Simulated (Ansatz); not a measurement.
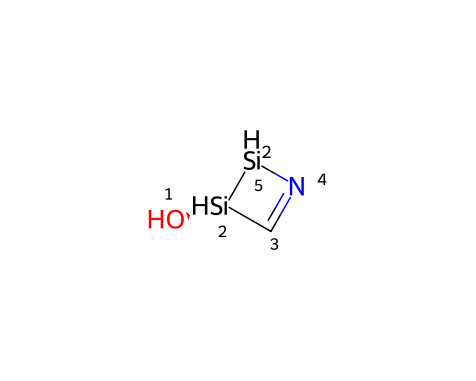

Skeletal drawing with numbered atoms; wedges and dashes mark any stereocentres. The configuration is that of a computed structure (PBE0-D4/def2-TZVP).

### What are the Cahn–Ingold–Prelog descriptors?

Si2: S.

### Write the isomeric SMILES.

O[Si@@H]1C=N[SiH2]1
